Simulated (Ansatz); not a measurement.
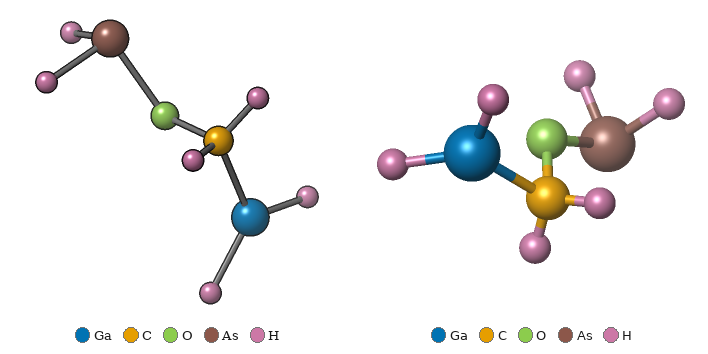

Both panels show the same species.

Computed geometry: PBE0-D4/def2-TZVP optimisation.

**Give the formula.**

CH6AsGaO, 10 atoms: 1 carbon, 6 hydrogen, 1 arsenic, 1 gallium and 1 oxygen.

**Write the SMILES.**

[GaH2][CH2]O[AsH2]

**Give the symmetry (Schoenflies symbol).**

C1.

The parts below concern this one geometry. Atoms keep their numbers from picture to picture.

### Geometry

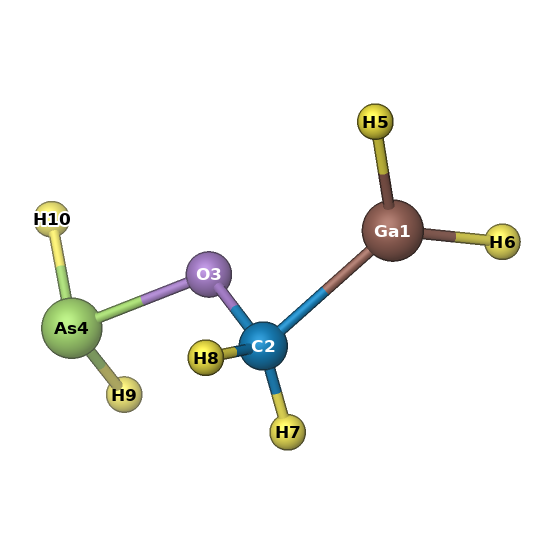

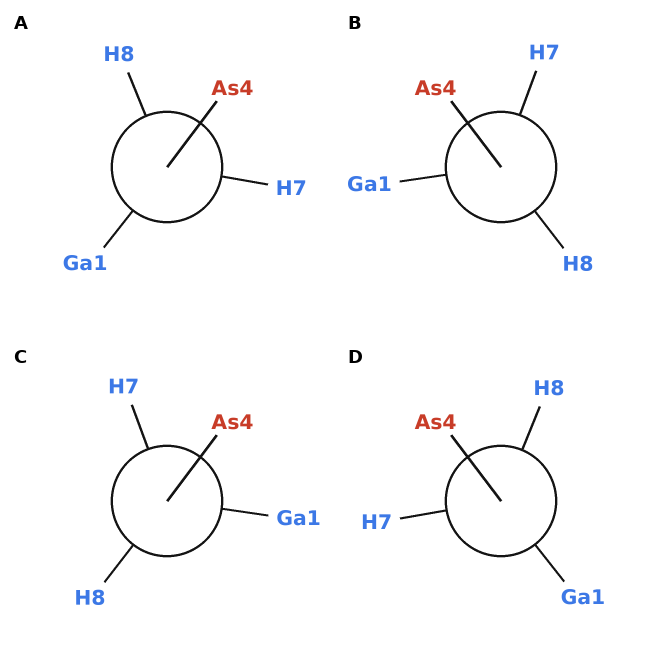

Atoms fade into the background with distance from the viewer. Bonds that would overlap in a projection are set slightly apart.

**Which Newman projection shows the view along O3–C2, with O3 in front?**

A. The torsion angle As4–O3–C2–Ga1 is −179°, antiperiplanar (anti).

### Dipole moment

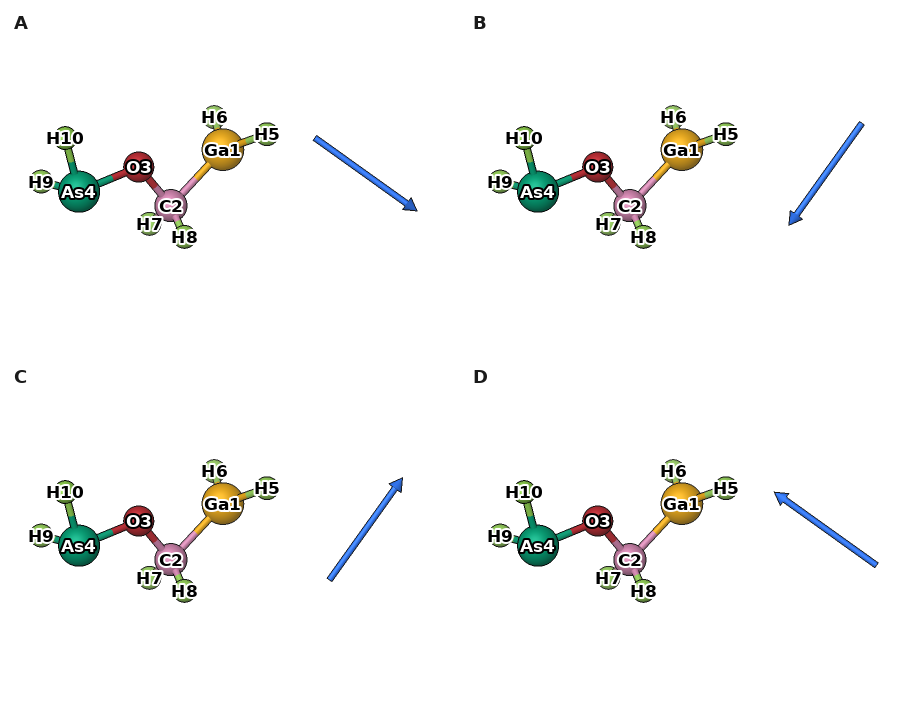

The same molecule four times, each with an arrow. Level of theory: RKS PBE-D4/def2-TZVPP (Ansatz 0.2.0).

**Which arrow points along the dipole moment, from the negative to the positive end?**

B. The dipole moment is 1.44 D; it points from the side of H5 to the side of H9 (the outermost atoms at the two ends).

### Vibrations

Harmonic vibrations computed with RKS PBE0-D4/def2-TZVP (Ansatz 0.2.0) at a stationary point of the same level.

**List the wavenumbers.**

24 modes: 32, 47, 71, 171, 199, 418, 583, 597, 645, 751, 770, 797, 806, 994, 1025, 1206, 1233, 1479, 1968, 1970, 2147, 2207, 3027, 3086 cm⁻¹.

### Charges

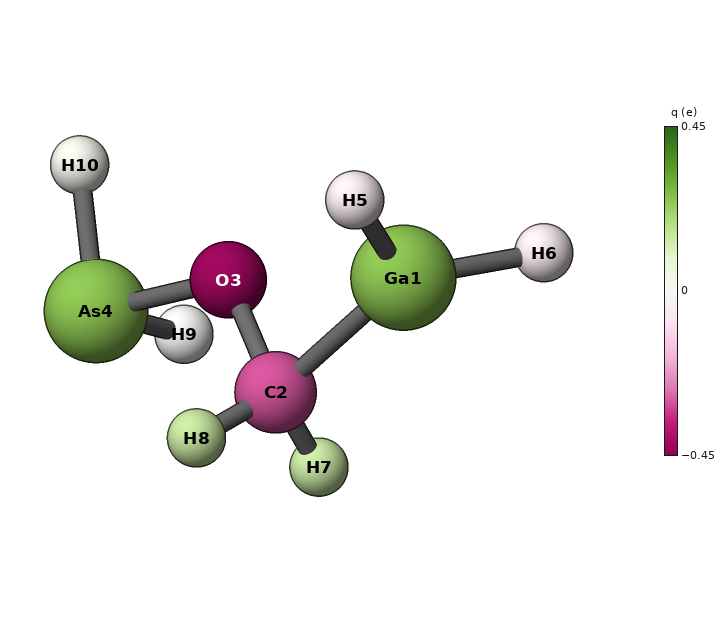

Atoms are coloured by their Mulliken charges. Method: RKS ωB97M-V/def2-TZVPP (Ansatz 0.2.0).

List the Mulliken charges.

| atom | value (e) |
| --- | --- |
| Ga1 | 0.24 |
| C2 | −0.30 |
| O3 | −0.42 |
| As4 | 0.24 |
| H5 | −0.04 |
| H6 | −0.04 |
| H7 | 0.14 |
| H8 | 0.14 |
| H9 | 0.00 |
| H10 | 0.02 |

Mulliken values depend strongly on the basis set and can even reverse the polarity of a bond.
